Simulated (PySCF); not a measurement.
System: C6H15ClSi2 (SMILES C[Si]1(C)CC[SiH](Cl)CC1).

Input

```
{"job": {"xc": "WP04", "basis": "pcSseg-1", "solvent": "water", "kind": "nmr", "pop": true}, "charge": 0, "multiplicity": 1}
C     -1.124324    -0.434399     1.924049
Si    -0.979800    -0.162073     0.040495
C     -2.693895    -0.330440    -0.772528
C      0.218829    -1.443035    -0.720287
C      1.652472    -1.288154    -0.207484
Si     2.350716     0.449365    -0.530438
Cl     4.157114     0.618422     0.387200
C      1.164559     1.744938     0.194460
C     -0.266613     1.575055    -0.320701
H     -0.160425    -0.343933     2.415553
H     -1.515220    -1.421935     2.150968
H     -1.791750     0.292491     2.377602
H     -3.113784    -1.315213    -0.598017
H     -2.643202    -0.180128    -1.845683
H     -3.389936     0.398127    -0.370943
H     -0.129994    -2.456443    -0.512306
H      0.220535    -1.339349    -1.806566
H      1.669517    -1.497873     0.864403
H      2.291976    -2.042821    -0.672366
H      2.570423     0.674897    -1.964353
H      1.159503     1.670053     1.284255
H      1.520664     2.752185    -0.036544
H     -0.277163     1.756226    -1.396779
H     -0.901937     2.343802     0.123569
```

Command:

```sh
OMP_NUM_THREADS=1 python ens_run.py task.json out
```

Geometry: GFN2-xTB.

Method: WP04/pcSseg-1, SCF density, in a water solvent model, non-relativistic (PySCF 2.14.0).

What can the converged electron density and electron localisation function tell about the bonding?

Answer. C–Si (1.91 Å): ρ is about 0.92 e/Å³ halfway; the ELF peaks at about 0.95 between the atoms: a shared electron pair.
Si–Cl (2.03 Å): the density is about 0.93 e/Å³ at the midpoint; the ELF peaks at about 0.90 between the atoms; a polar covalent bond.
C–H (1.09 Å): the density is about 2 e/Å³ at the midpoint; the ELF climbs to about 1 towards the hydrogen, as it does in any bond to H; a covalent bond by its length.
Si–H (1.47 Å): ρ at the midpoint is about 0.83 e/Å³; the ELF climbs to about 1 towards the hydrogen.

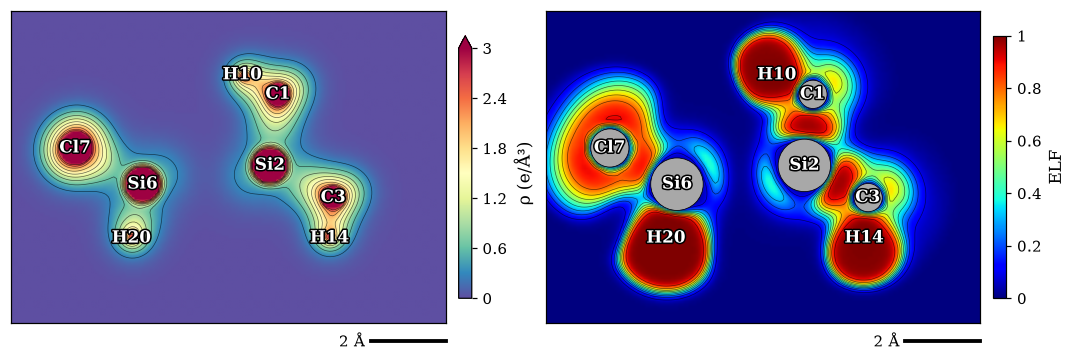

Computed electron density and electron localisation function on the plane of atoms Cl7, Si6 and H20, in this order. Grey discs cover the atomic cores in the ELF map. 
